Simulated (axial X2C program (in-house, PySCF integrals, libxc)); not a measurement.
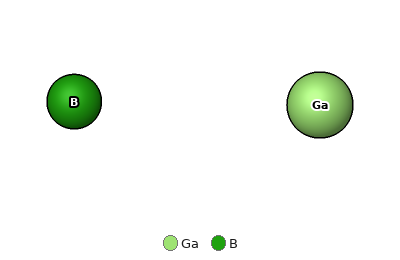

Fig. 1: The molecule at the reference distance of 2.792 Å.

## Relativistic diatomic calculation, with input and output: GaB⁺

GaB⁺, single determinant with Ω = 1/2. The distance is the PBE0 minimum at charge 1. Computed at this level: expectation values, HF and Kohn-Sham, two-component X2C with atomic mean-field Coulomb and Gaunt terms, Ga dyall-cv3z, B dyall-v3z (cores contracted) (axial X2C program (in-house, PySCF integrals, libxc)).

### Key numbers

- outcome: converged; the levels of theory disagree widely
- hardware: 1 thread of Arm Neoverse N1, 54 GiB of memory available, shared host
- wall time: 3.8 s
- peak memory: 0.28 GiB

### Input file
```
{"zs": [31, 5], "q": 1, "bas": ["dyall-cv3z", "dyall-v3z"], "r0": 2.09, "levels": ["PBE0", "HF", "PBE50", "BP86", "r2SCAN"], "nst": 3}
```

The line is the task of a batch: nuclear charges, charge, bases, the levels to run, a first guess of the distance and further settings. This report covers the levels named above. The log is that of the reference distance, started from orbitals converged before.

Launched within a batch (the task file carries these settings):
```bash
python <driver script> task.json out
```

### Output
```
two-component X2C + atomic mean field  PBE0
basis functions 150  fitting functions 890  grid points 5084
iter        total energy     max residual
   1      -1967.468385858     4.30e-05
   2      -1967.468385935     3.07e-05
   3      -1967.468385956     2.69e-05
   4      -1967.468385990     1.78e-05
   5      -1967.468386015     2.54e-06
   6      -1967.468386015     9.53e-07
converged
one-electron -2789.35848459  Coulomb 872.62322174  exact exchange -19.48943086  xc functional -59.97621997  nuclear repulsion 29.37767468  atomic mean-field constant -0.64514701
```

### Expectation values by level of theory

| quantity | PBE0 | HF | PBE50 | BP86 | r2SCAN |
| --- | --- | --- | --- | --- | --- |
| effective field for an electron dipole moment (GV/cm) | −1.13 | −1.66 | −1.31 | −0.959 | −1.19 |
| field gradient at the first nucleus (a.u.) | −1.34 | −1.07 | −1.26 | −1.46 | −1.46 |
| field gradient at the second nucleus (a.u.) | −0.550 | −0.560 | −0.543 | −0.558 | −0.566 |
| A∥/gI, first nucleus (MHz) | 158 | −84.1 | 98.5 | 219 | 111 |
| A∥/gI, second nucleus (MHz) | 69.4 | 65.2 | 62.0 | 83.9 | 73.0 |

Each column comes from one determinant, in a basis with contracted cores. The levels disagree widely: A∥/gI at the first nucleus runs from −84.1 to 219 MHz. They may not all have settled in the same state, and these values aren't reliable properties of the molecule.

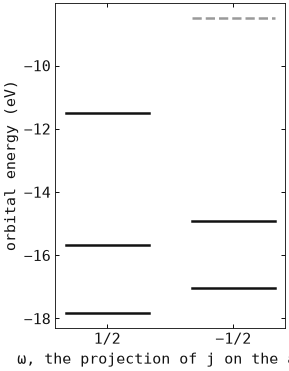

Fig. 2: Orbital energies (PBE0) near the frontier at 2.79 Å, filled (solid) and empty (dashed). The highest filled spinor (1/2; 67 % B p, 23 % Ga p) lies at −11.51 eV, the lowest empty one (−1/2; 73 % B p, 25 % Ga p) at −8.50 eV.
